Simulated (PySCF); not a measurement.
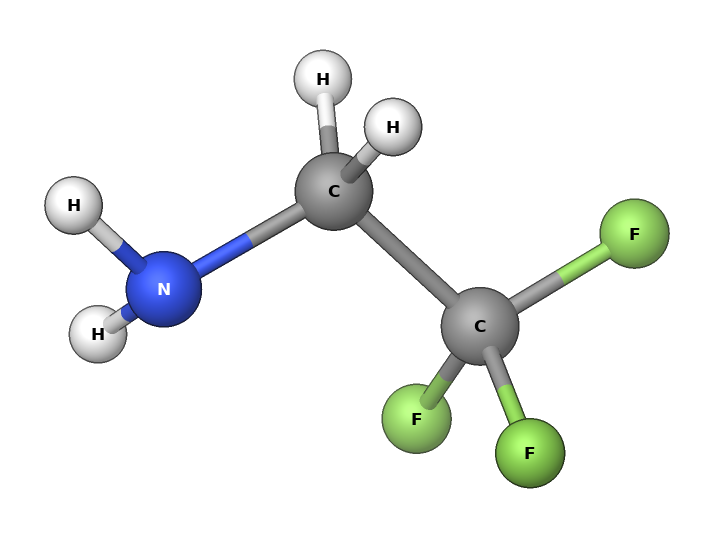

The picture shows a molecular structure as a ball-and-stick model. Every bond is drawn as one stick, whatever its order.

Count the atoms of each element.

Answer. C2H4F3N, 10 atoms: 2 carbon, 4 hydrogen, 3 fluorine and 1 nitrogen.

What is its SMILES?

Answer. NCC(F)(F)F

How many atoms are distinct by symmetry?

Answer. 10: 1 N, 1 C, 1 C, 1 F, 1 F, 1 F, 1 H, 1 H, 1 H, 1 H.

Which point group does it belong to?

Answer. C1.

Name some functional groups or characteristic bonds that it holds.

Answer. Among them: primary amine, C–F bond.

The parts below concern this one geometry. Atoms keep their numbers from picture to picture. The geometry was computed by an optimisation with PBE0-D3(BJ)/def2-SVP. No frequency run is at hand to confirm it as a minimum.

## Shape

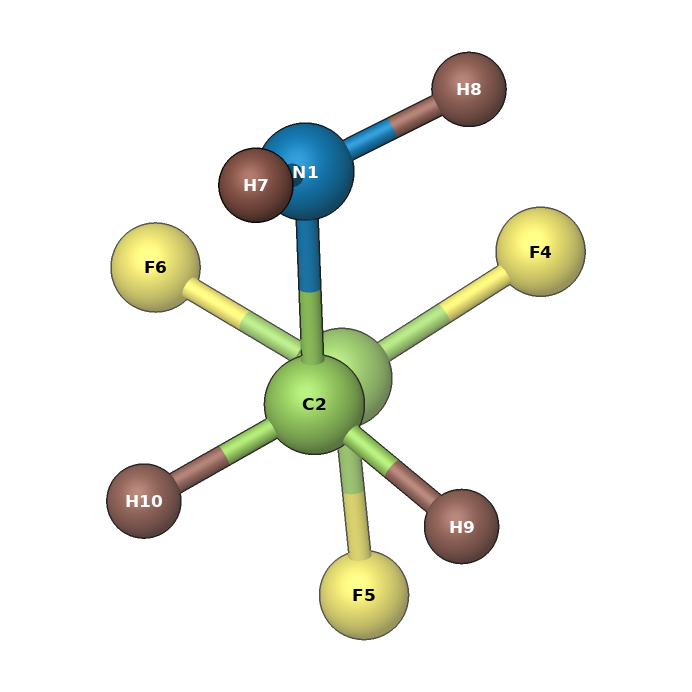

C3 lies behind C2. The molecule seen nearly along the C2–C3 bond, C2 in front. Atoms fade into the background with distance from the viewer. No frequency run is at hand to confirm it as a minimum.

What is the torsion angle N1–C2–C3–F4? The sign is positive where the front bond must turn clockwise to cover the back bond.

Answer. 58°, synclinal (gauche). The bonds about C2–C3 are staggered.

## Levels of theory compared

No frequency run is at hand to confirm it as a minimum. Program: PySCF 2.14.0.

Compare dipole (D) at these levels: HF/pcJ-1; PBE0/IGLO-III; PBE0/aug-cc-pVDZ; PBE0/cc-pVDZ; PBE0/cc-pVTZ; PBE0/pcSseg-0.

| level | dipole (D) |
| --- | --- |
| HF/pcJ-1 | 3.47 |
| PBE0/IGLO-III | 3.06 |
| PBE0/aug-cc-pVDZ | 3.04 |
| PBE0/cc-pVDZ | 2.90 |
| PBE0/cc-pVTZ | 2.96 |
| PBE0/pcSseg-0 | 3.47 |

## Bond orders

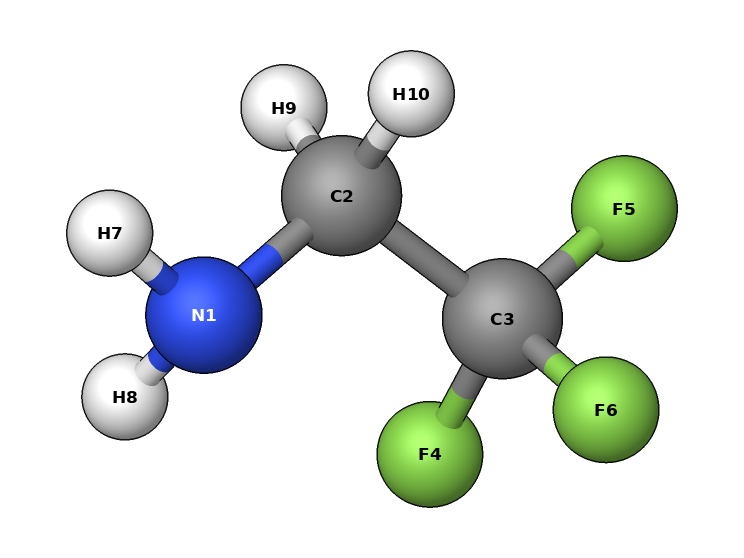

Every bond is drawn as one stick. No frequency run is at hand to confirm it as a minimum. Level of theory: PBE0/pcSseg-0 (PySCF 2.14.0).

List the Mayer bond orders of N1–C2, N1–H7, N1–H8, C2–C3, C2–H9, C2–H10, C3–F4, C3–F5, C3–F6.

```json
{"bond": "N1–C2", "Mayer order": "0.93", "length (Å)": "1.437"}
{"bond": "N1–H7", "Mayer order": "0.86", "length (Å)": "1.015"}
{"bond": "N1–H8", "Mayer order": "0.85", "length (Å)": "1.017"}
{"bond": "C2–C3", "Mayer order": "0.95", "length (Å)": "1.511"}
{"bond": "C2–H9", "Mayer order": "0.87", "length (Å)": "1.110"}
{"bond": "C2–H10", "Mayer order": "0.89", "length (Å)": "1.100"}
{"bond": "C3–F4", "Mayer order": "0.90", "length (Å)": "1.341"}
{"bond": "C3–F5", "Mayer order": "0.90", "length (Å)": "1.338"}
{"bond": "C3–F6", "Mayer order": "0.93", "length (Å)": "1.329"}
```

## NMR shielding

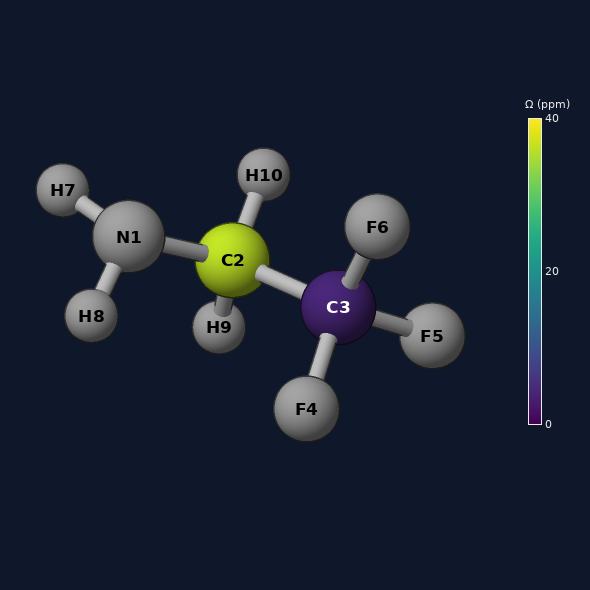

The C atoms are coloured by the span of their shielding tensor. No frequency run is at hand to confirm it as a minimum. Level of theory: GIAO PBE0/aug-cc-pVDZ NMR shielding, non-relativistic, gas phase (PySCF 2.14.0). Principal shieldings σ11 ≤ σ22 ≤ σ33, span Ω = σ33 − σ11, skew κ = 3(σiso − σ22)/Ω.

Which C atom has the most anisotropic shielding?

Answer. C2, with a span of 36 ppm.

Give the shielding tensors of the C atoms.

| atom | σ11 | σ22 | σ33 | σiso | Ω | κ |
| --- | --- | --- | --- | --- | --- | --- |
| C2 | 132.5 | 148.5 | 168.5 | 149.9 | 36.0 | 0.11 |
| C3 | 67.2 | 68.9 | 71.4 | 69.2 | 4.3 | 0.18 |

Shieldings and span in ppm.
